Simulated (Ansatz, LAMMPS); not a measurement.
## Relaxing Li+ BF4- in ethylene carbonate and dimethyl sulfoxide and propylene carbonate, from a frame at 440 K (188 atoms)

Wanted: the relaxed structure of Li+ BF4- in ethylene carbonate and dimethyl sulfoxide and propylene carbonate, from a frame at 440 K (188 atoms) and its electronic structure.

Main program and level: Ansatz 0.2.0; Kohn-Sham DFT, PBE+D4, PAW (set soft_2), plane waves.

### 1. Starting point

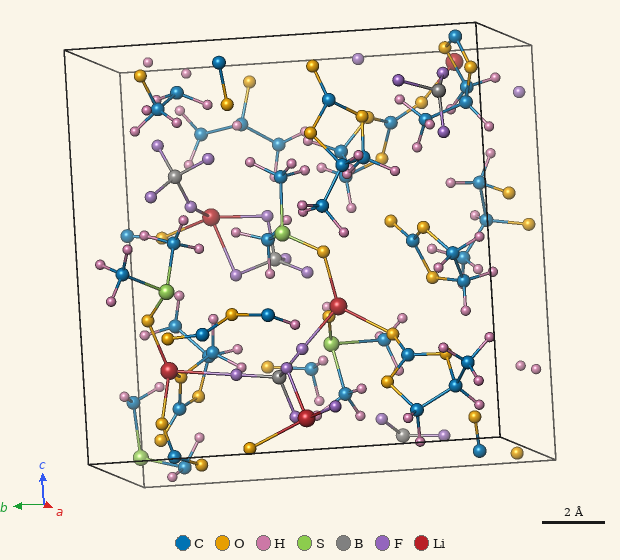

The starting structure, seen from a free direction (carbon blue, oxygen orange, hydrogen pink, sulfur green, boron grey, fluorine purple, lithium red). Bonds to atoms that aren't drawn are left out. Some periodic images of atoms are drawn too.

The cell holds 188 atoms: 44 C, 34 O, 76 H, 4 S, 5 B, 20 F and 5 Li. Cell: a = 13.521 Å, b = 13.521 Å, c = 13.521 Å, α = 90.0°, β = 90.0°, γ = 90.0°. 4 ethylene carbonate, 4 dimethyl sulfoxide, 6 propylene carbonate, 5 Li+, 5 BF4- placed at random, at 1.17 g/cm³; overlaps pushed apart, then 10 ps at 550 K with stiff harmonic cages for PF6 and BF4 with UFF radii; Joung-Cheatham ions (J. Phys. Chem. B 112, 9020 (2008)); MMFF94 bonds, angles, torsions, charges and radii (Halgren, J. Comput. Chem. 17, 490 (1996)) in harmonic and 12-6 forms; charges of ions scaled by 0.8. Snapshot after 30 ps at 440 K and fixed volume.

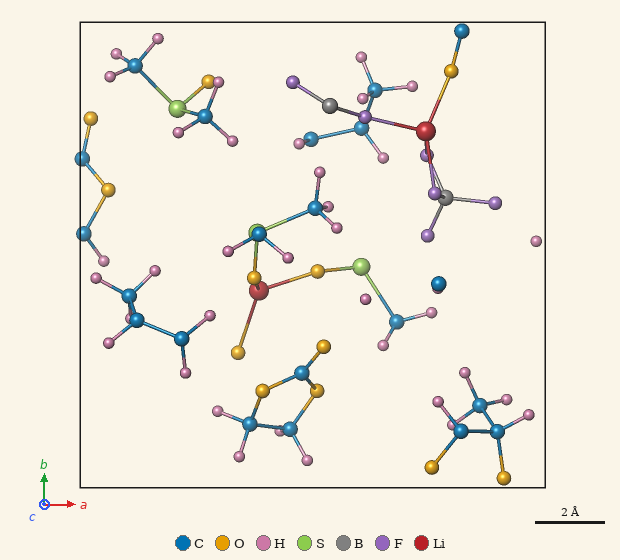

A slice 6 Å thick through the middle of the cell. Bonds to atoms that aren't drawn are left out.

Limits known from the start: The network of contacts between molecules at the start is that of the classical potential that made the cell. Sampling is at Γ alone, for a cell whose shortest periodic width is 14 Å.

### 2. Making the structure

A classical potential makes the cell, at a small fraction of what the same run would cost in DFT.

This step: classical MD, stiff harmonic cages for PF6 and BF4 with UFF radii; Joung-Cheatham ions (J. Phys. Chem. B 112, 9020 (2008)); MMFF94 bonds, angles, torsions, charges and radii (Halgren, J. Comput. Chem. 17, 490 (1996)) in harmonic and 12-6 forms; charges of ions scaled by 0.8 (LAMMPS 22 Jul 2025 - Update 4).

File in.lmp:

```
# Li+ BF4- in ethylene carbonate and dimethyl sulfoxide and propylene carbonate
units real
atom_style full
boundary p p p
bond_style harmonic
angle_style harmonic
dihedral_style opls
improper_style harmonic
special_bonds lj 0 0 0.5 coul 0 0 0.75
read_data data.lmp
neigh_modify delay 0 every 1 check yes one 4000
comm_modify cutoff 12.0
timestep 0.5
thermo_style custom step time temp pe press density
thermo_modify norm yes
# push overlapping molecules apart
pair_style soft 2.6
pair_coeff * * 0.0
variable a equal ramp(1,60)
fix ad all adapt 1 pair soft a * * v_a
velocity all create 550 706454 mom yes dist gaussian
fix lim all nve/limit 0.03
fix lan all langevin 550 550 50 706455 zero yes
thermo 1000
run 3000 post no
unfix ad
pair_style lj/cut/coul/long 9.0
pair_modify mix arithmetic tail yes
pair_coeff 1 1 0.0678 3.3680   # C
pair_coeff 2 2 0.0763 3.0430   # O
pair_coeff 3 3 0.0678 3.4070   # C
pair_coeff 4 4 0.0763 2.9870   # O
pair_coeff 5 5 0.0216 2.5400   # H
pair_coeff 6 6 0.2681 3.6400   # S
# [... 21 lines left out ...]
compute msd all msd com yes
thermo 7500
fix md all nvt temp 440 440 100
run 30000 post no
print "== T440: mean square displacement over the hold $(c_msd[4]:%.2f) A^2"
unfix md
uncompute msd
write_dump all custom T440.dump id type xs ys zs modify sort id
```

Command:

```bash
$ lmp -in in.lmp -log none -nocite
```

Numbers of over 12 decimals in the logs are rounded to 6 here.

Output:

```text
LAMMPS (22 Jul 2025 - Update 4)
Reading data file ...
  orthogonal box = (0 0 0) to (13.52072 13.52072 13.52072)
  188 atoms
  orthogonal box = (0 0 0) to (13.52072 13.52072 13.52072)
  204 bonds
  266 angles
  292 dihedrals
  10 impropers
WARNING: Bond/angle/dihedral extent > half of periodic box length
   Step          Time           Temp          PotEng         Press         Density
         0   0              550            0.43262904     5727.6715      1.1729995
      1000   500            533.24551      1.6662         10079.17       1.1729995
      2000   1000           509.62728      1.5057494      14795.526      1.1729995
      3000   1500           514.90273      1.558781       15919.147      1.1729995
WARNING: Bond/angle/dihedral extent > half of periodic box length
Loop time of 0.319211 s on 1 MPI rank(s) for 3000 steps with 188 atoms
PPPM initialization ...
  G vector (1/distance) = 0.29590202
  grid = 8 8 8
[... 31 lines left out ...]
Loop time of 5.49602 s on 1 MPI rank(s) for 10000 steps with 188 atoms
WARNING: Bond/angle/dihedral extent > half of periodic box length
   Step          Time           Temp          PotEng         Press         Density
[... 4 lines left out ...]
WARNING: Bond/angle/dihedral extent > half of periodic box length
Loop time of 2.80243 s on 1 MPI rank(s) for 5000 steps with 188 atoms
WARNING: Bond/angle/dihedral extent > half of periodic box length
   Step          Time           Temp          PotEng         Press         Density
[... 2 lines left out ...]
     30000   29000          503.03026     -4.0734113      2329.0957      1.1729995
     37500   36500          485.41315     -4.0987516     -2391.4712      1.1729995
     45000   44000          482.97174     -4.139818       330.61202      1.1729995
     47000   46000          455.35034     -4.111688       3182.4108      1.1729995
WARNING: Bond/angle/dihedral extent > half of periodic box length
Loop time of 16.4422 s on 1 MPI rank(s) for 30000 steps with 188 atoms
== T440: mean square displacement over the hold 19.29 A^2
```

Elapsed: 27 s, on 1 thread of Arm Neoverse V2, shared host; peak memory 0.12 GiB.

The input also reads data.lmp (atoms, bonds and types; not printed here).

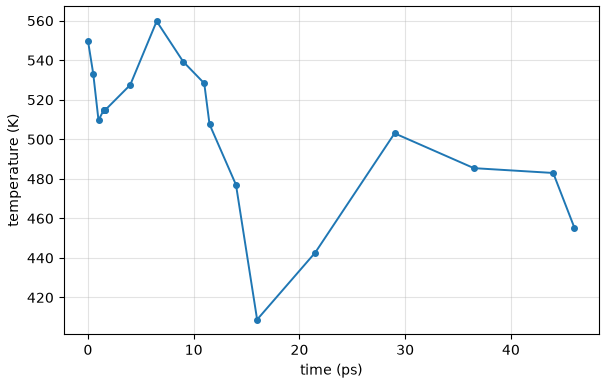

Temperature against time.

### 3. Single point at the start

The forces at the start show how far the geometry lies from a minimum of this functional.

File input.yaml:

```yaml
crystal:
  lattice:
    - [13.52072, 0.0, 0.0]
    - [0.0, 13.52072, 0.0]
    - [0.0, 0.0, 13.52072]
  atoms:
    - { symbol: C, position: [0.63375, 0.85386, 0.3589] }
    - { symbol: C, position: [0.60481, 0.77275, 0.27982] }
    - { symbol: C, position: [0.4962, 0.74866, 0.28064] }
    - { symbol: O, position: [0.45045, 0.82332, 0.2241] }
    - { symbol: C, position: [0.5228, 0.84066, 0.1528] }
    - { symbol: O, position: [0.51265, 0.88887, 0.07922] }
    - { symbol: O, position: [0.61627, 0.80489, 0.18512] }
    - { symbol: H, position: [0.60749, 0.83624, 0.43005] }
    - { symbol: H, position: [0.60439, 0.92508, 0.34016] }
    - { symbol: H, position: [0.714, 0.86254, 0.35861] }
    - { symbol: H, position: [0.65159, 0.70848, 0.29494] }
    - { symbol: H, position: [0.47324, 0.67812, 0.2389] }
    - { symbol: H, position: [0.4707, 0.73922, 0.36] }
    - { symbol: C, position: [0.85925, 0.17641, 0.49157] }
    - { symbol: C, position: [0.89672, 0.12025, 0.58076] }
    - { symbol: C, position: [0.81858, 0.12117, 0.66708] }
    - { symbol: O, position: [0.75596, 0.04329, 0.63332] }
    - { symbol: C, position: [0.82057, 0.98131, 0.59542] }
    - { symbol: O, position: [0.79778, 0.89497, 0.58336] }
    - { symbol: O, position: [0.91088, 0.02021, 0.56478] }
    - { symbol: H, position: [0.91663, 0.18925, 0.43258] }
    - { symbol: H, position: [0.82689, 0.24698, 0.51605] }
    - { symbol: H, position: [0.80103, 0.13487, 0.45834] }
    - { symbol: H, position: [0.96436, 0.15638, 0.5986] }
    - { symbol: H, position: [0.85077, 0.09469, 0.73783] }
    - { symbol: H, position: [0.76934, 0.18454, 0.66795] }
    - { symbol: C, position: [0.9733, 0.80858, 0.83749] }
    - { symbol: C, position: [0.93458, 0.70456, 0.85268] }
    - { symbol: C, position: [0.9838, 0.62352, 0.8014] }
    - { symbol: O, position: [0.07588, 0.62307, 0.84764] }
    - { symbol: C, position: [0.04444, 0.63296, 0.9476] }
    - { symbol: O, position: [0.09966, 0.62044, 0.01895] }
    [... 150 atom lines left out ...]
    - { symbol: F, position: [0.00768, 0.19644, 0.87395] }
    - { symbol: Li, position: [0.30237, 0.83099, 0.23127] }
    - { symbol: Li, position: [0.87926, 0.17297, 0.96501] }
    - { symbol: Li, position: [0.74308, 0.76583, 0.62207] }
    - { symbol: Li, position: [0.3842, 0.42348, 0.36465] }
    - { symbol: Li, position: [0.13834, 0.48379, 0.08496] }
kpoints:
  mp_grid: { grid: [1, 1, 1] }
hamiltonian:
  xc: pbe
  dispersion: d4
scf:
  occupations: { method: fixed }
output:
  forces: true
  stress: true
  populations: true
  dos:
    method: { smearing: { sigma: 0.08 } }
    de: 0.1
    projected: { site_lists: { B: [B], C: [C], F: [F], H: [H], Li: [Li] } }
  eigenvalues: true
```

Command:

```bash
$ ansatz run input.yaml --threads 4 --pin off --max-ram 8192MiB --backend cpu --events-out ev --progress --plain --runs-dir out
```

Output:

```text
Engine: ansatz 0.2.0, aarch64-unknown-linux-gnu
Pseudopotentials: kind: paw
Pseudopotential: C, paw, valence charge 4, recommended cutoff 420 eV (normal), C.paw.azcp
Pseudopotential: O, paw, valence charge 6, recommended cutoff 420 eV (normal), O.paw.azcp
Pseudopotential: H, paw, valence charge 1, recommended cutoff 420 eV (normal), H.paw.azcp
Pseudopotential: S, paw, valence charge 6, recommended cutoff 420 eV (normal), S.paw.azcp
Pseudopotential: B, paw, valence charge 3, recommended cutoff 420 eV (normal), B.paw.azcp
Pseudopotential: F, paw, valence charge 7, recommended cutoff 420 eV (normal), F.paw.azcp
Pseudopotential: Li, paw, valence charge 3, recommended cutoff 420 eV (normal), Li.paw.azcp
[... 5 lines on functional and potentials left out ...]
Crystal: 188 atoms, lattice volume = 2471.721 Å³
Basis set: ecut = 420 eV, 48489 PW (Γ), exchange–correlation on 192×192×192 points (8 copies of the dense FFT grid, shifted against one another)
Bands: 513, of which v1, the nominal top of the filled ones, is band 325 counted from 1 (324 counted from 0)
Symmetry: 1 space group operations
Space group: P1 (ITA 1), of the structure as read, at distance tolerance 1.4e-4 Å
k-points: 1
[... 15 lines on functional and potentials left out ...]
Initial density: superposition of atomic densities (neutral atoms: chi_scale 0, normalization atom), corrected by the library's trained network
Initial wavefunctions: pseudopotential atomic-orbital guess
Functional: x = pbe(κ = 0.804, μ = 0.219515), c = pbe(β = 0.066725)
SCF iter   1: F=—  HF=-53140.135128 eV  |F-HF|=—  |Δ(HF+E_count)|=         —  Δρ=5.89e-3  dr2=1.13e0  ethr=1.77e-3  ⟨swp⟩=5.0  Hψ=1861  notcnv=0  defer=183
preconditioner: auto → Resta (q_TF=auto, 2.184 Å⁻¹)  ε∞=2.4  [insulator: Δε(μ)=4.212 eV  Ē_g=15.779 eV  n_scr=460 (ndim 8)  ℏωp=18.4 eV  f_vac=0.344  ε∞_Penn≈2.4]
SCF iter   2: F=—  HF=-53139.893550 eV  |F-HF|=—  |Δ(HF+E_count)|=   2.42e-1  Δρ=3.34e-3  dr2=2.40e-1  ethr=1.74e-4  ⟨swp⟩=3.0  Hψ=883  notcnv=0  defer=182
SCF iter   3: F=—  HF=-53139.861601 eV  |F-HF|=—  |Δ(HF+E_count)|=   3.19e-2  Δρ=1.41e-3  dr2=7.82e-2  ethr=3.69e-5  ⟨swp⟩=2.0  Hψ=621  notcnv=0  defer=186
SCF iter   4: F=—  HF=-53139.848616 eV  |F-HF|=—  |Δ(HF+E_count)|=   1.30e-2  Δρ=4.83e-4  dr2=8.48e-3  ethr=1.20e-5  ⟨swp⟩=3.0  Hψ=616  notcnv=0  defer=186
SCF iter   5: F=—  HF=-53139.847024 eV  |F-HF|=—  |Δ(HF+E_count)|=   1.59e-3  Δρ=3.09e-4  dr2=2.44e-3  ethr=1.30e-6  ⟨swp⟩=2.0  Hψ=902  notcnv=0  defer=186
SCF iter   6: F=—  HF=-53139.846466 eV  |F-HF|=—  |Δ(HF+E_count)|=   5.58e-4  Δρ=1.26e-4  dr2=3.98e-4  ethr=3.75e-7  ⟨swp⟩=2.0  Hψ=644  notcnv=0  defer=186
SCF iter   7: F=—  HF=-53139.846360 eV  |F-HF|=—  |Δ(HF+E_count)|=   1.05e-4  Δρ=3.99e-5  dr2=3.95e-5  ethr=6.13e-8  ⟨swp⟩=2.0  Hψ=643  notcnv=0  defer=186
SCF iter   8: F=—  HF=-53139.846833 eV  |F-HF|=—  |Δ(HF+E_count)|=   4.73e-4  Δρ=2.04e-5  dr2=9.99e-6  ethr=6.08e-9  ⟨swp⟩=2.0  Hψ=657  notcnv=0  defer=185
SCF iter   9: F=—  HF=-53139.846831 eV  |F-HF|=—  |Δ(HF+E_count)|=   1.84e-6  Δρ=6.70e-6  dr2=1.25e-6  ethr=1.54e-9  ⟨swp⟩=2.0  Hψ=647  notcnv=0  defer=185
SCF iter  10: F=—  HF=-53139.846831 eV  |F-HF|=—  |Δ(HF+E_count)|=   3.73e-8  Δρ=3.62e-6  dr2=3.24e-7  ethr=1.93e-10  ⟨swp⟩=2.0  Hψ=618  notcnv=0  defer=185
SCF iter  11: F=-53139.846831 eV  HF=-53139.846831 eV  |F-HF|=1.95e-8  |Δ(HF+E_count)|=   3.69e-8  Δρ=1.32e-6  dr2=5.05e-8  ethr=1.54e-11  ⟨swp⟩=20.0  Hψ=3726  notcnv=0
SCF 1 converged in 11 iterations: F = -53139.846831 eV  dr2 = 5.05e-8
  greatest PAW one-centre occupation: 1.000 electrons in one spin orbital (limit 2), on the Li atom at site 183 (counted from 0), in its partial waves of l = 0
SCF converged after 11 iterations
Free energy (F): -53139.846831 eV
Harris-Foulkes:  -53139.846831 eV  (|F-HF|=1.95e-8)
Internal energy: -53139.846831 eV  (E = F + TS)
E sigma→0 (E₀):  -53139.846831 eV
Fermi energy:    -0.918515 eV
--- Per-component energies (eV) ---
  E_band       = -6391.405810
  E_kinetic    = 15977.406900
  E_local      = -69109.940912  (includes V_loc(G=0)·N_el)
  E_nonlocal   = 4439.092436
  E_hartree    = 27315.897885
  E_xc         = -7481.983653
  E_vxc        = -9322.426504  (∫ρ·V_xc dr)
  E_paw        = -16716.107992  (= ΣΔE_a)
  E_vpaw       = -3007.349091  (= ΣTr[D̂ρ^β])
  E_aug_tail   = 0.021300  (compensation charges beyond the density's cutoff)
  E_ewald      = -7555.642147
  E_disp       = -8.590649  (pairwise vdW)
  E_smearing   = -0.000000  (= −TS)
  E_closure    = 0.000000  (closes the sum)
  Σ components = -53139.846831   (vs F -53139.846831, Δ=0.00e0)
--- Forces (eV/Å), atoms counted from 1 ---
  atom   1  C      0.51047149    -0.49908745    -2.05988358
  atom   2  C     -0.10211215    -0.10618531     3.12828806
  atom   3  C     -0.94151957    -3.40347728     1.95179069
  atom   4  O      1.09679021     0.72845086    -0.78599339
  atom   5  C      1.13894524     1.49269139    -0.37283953
  atom   6  O     -0.03049921    -0.42677726     0.38494398
  atom   7  O     -1.23573468     1.32852828    -2.83878642
  atom   8  H     -0.29886151    -0.58894251     1.38860926
  atom   9  H     -0.57245540     0.77185184    -0.42642202
  atom  10  H      0.13118568    -0.16626303     0.21891873
  atom  11  H     -0.05866885    -0.25393138    -0.16507037
  atom  12  H      0.87872678     0.70513537     0.95972981
  atom  13  H     -0.26038726     0.62855606    -1.16340533
  atom  14  C      0.42228098     0.34385880    -0.65878119
[...]
atom 187  Li    -0.26950160    -0.35385011    -0.62729741
  atom 188  Li     0.16610318     0.11133901    -0.43006674
  max |Σ_I F_I| component: 2.10e-4 eV/Å
--- Stress (GPa, compression-positive) ---
        1.258252      -0.491547      -0.156081
       -0.491546       2.767003      -0.832678
       -0.156081      -0.832679       2.185661
  P = ⅓ Tr σ = 2.0703 GPa (20.703 kbar)
--- Band table (eV) ---
  k-point 0: bands = ["-44.9069", "-44.6917", "-44.5024", "-44.2158", [... 497 levels ...], "10.1363", "10.1700", "10.2234", "10.2559", "10.2652", "10.2887", "10.3172", "10.3907", "10.4011", "10.4232", "10.4666", "10.5043"]
--- Löwdin populations: 188 sites ---
  site symbol       q [e]
     0      C      4.4985
     1      C      3.8945
     2      C      4.0588
[...]
187     Li      2.2126
  spilling = 0.012614 (of n_electrons = 650.000000)
```

The job ended after 51 s (4 threads of Arm Neoverse V2, shared host; peak memory 3.6 GiB).

Read from the output:

| Property | Result |
| --- | --- |
| free energy | -53139.8468 eV |
| free energy per atom | -282.6588 eV/atom |
| SCF cycles | 11 |
| pressure | 2.07 GPa |
| r.m.s. force component | 1.131 eV/Å |
| longest force | 4.446 eV/Å |
| Fermi energy | -0.9185 eV |
| gap (highest filled to lowest empty level) | 4.072 eV |
| spilling of the projection | 0.01261 |

The r.m.s. force component of 1.1 eV/Å and the pressure of 2.1 GPa set the starting point.

Length of the force by element:

```
element  coordination  atoms  mean length of the force (eV/Å)  spread   least   most
      B           all      5                             2.34   0.995    1.03   3.95
      C           all     44                             2.32    1.03   0.760   4.45
      F           all     20                             1.85    1.10   0.494   4.41
      H           all     76                             1.06   0.576  0.0609   3.29
     Li           all      5                            0.734   0.138   0.474  0.871
      O           all     34                             1.90   0.911   0.361   4.05
      S           all      4                             3.39   0.921    1.83   4.12
```

(Continued in part 2 of 3.)

[Logs are printed without paths, hosts, clocks, repeated set-up lines and the standing remarks that a program may print on its own settings, such as how far it seeks lower states.]

[Hosts, paths, dates, database ids (printed as entryN), source tags and the programs' standing remarks are cut or masked in the printed files.]

[The MMFF94 radii named for the starting cell were scaled by 0.96; in molecules described by MMFF94, hydrogen bound to N, O or S took a small fixed 12-6 site in their place.]
